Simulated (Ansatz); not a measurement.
The starting structures come from a database of crystals and need not be the phases stable at ambient conditions.

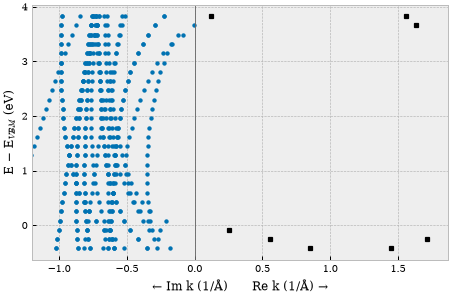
*Complex bands at the centre of the two-dimensional zone; Ansatz (a first-principles code) with r2SCAN*

No gap correction and no spin-orbit coupling; mid-gap values are interpolated between computed energies.

Problem. This is SrO (P6_3/mmc, NiAs type, not sure to be the ambient phase, 4 atoms a cell, 17.0 Å³ an atom) along the normal of (110). Read off the slowest decay at the centre of the two-dimensional zone at 1.78 eV, the computed energy nearest the middle of the gap.

Solution. κ ≈ 0.33 1/Å, a decay length 1/(2κ) of the density of 1.5 Å.
